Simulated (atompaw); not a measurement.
| Property | Result |
| --- | --- |
| Element | indium (In) |
| Generator | atompaw 4.2.0.5 |
| Type | PAW |
| Functional | PBE |
| Relativity | scalar-relativistic |
| Frozen core | [Ar] 3d10 |
| Valence charge | 21 |
| Reference configuration | 4s2 4p6 4d10 5s2 5p1 |
| Partial waves | 4s (bound): rc 1.60 bohr; 5s (bound): rc 1.30 bohr; 4p (bound): rc 1.40 bohr; 5p (bound): rc 2.05 bohr; 4d (bound): rc 2.05 bohr; 4d channel at 2 Ry: rc 2.05 bohr |
| Local potential | troulliermartins scheme with l = 3 at 1 Ry, radius 1.55 bohr |
| Core correction | smooth core density matched at 1.40 bohr |
| Augmentation charge | besselshape compensation charge, radius 1.65 bohr; PAW radius 2.05 bohr; waves and projectors: custom polynom vanderbiltortho |

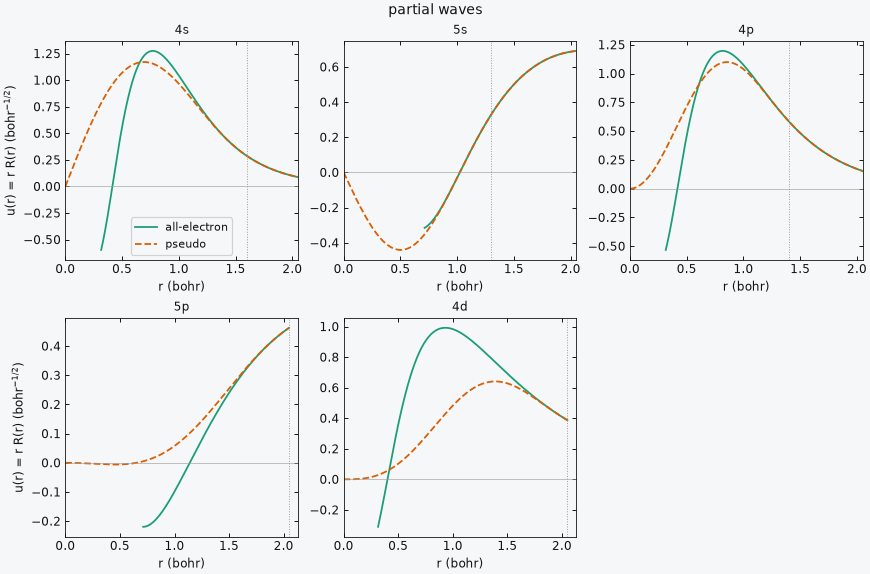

Partial waves u(r) = r R(r), all-electron (solid) and pseudo (dashed). Dotted lines mark the matching radii. The all-electron curves start outside the innermost oscillations, which aren't drawn.

Pseudo-waves: 4s has no node; 5s has a node at about 1.0 bohr; 4p has no node; 5p has no node; 4d has no node. A node in 5s is allowed, since a lower shell of the same l is also in the valence.

- Cutoffs needed: 60 Ry and 90 Ry (the cutoffs, on a coarse ladder, from which the occupation-weighted sum of valence levels, in a spherical-Bessel basis at the reference potential, stays within 10 and 1 mRy of its value at 400 Ry)
- Ghost test: ghost state below the valence levels: s at -366.5 eV (spherical-Bessel basis up to 400 Ry, 20 bohr box)
- Lowest eigenvalue of the overlap operator: 0.32 (s channel)
- Overlap eigenvalues printed by atompaw (projector basis): 0.413, 0.602, 2.86, 1.32e+03, 1.39e+03, 8.3e+04
- Share of each valence orbital outside the PAW sphere: 4s 0 %, 5s 69 %, 4p 0 %, 5p 89 %, 4d 6 %
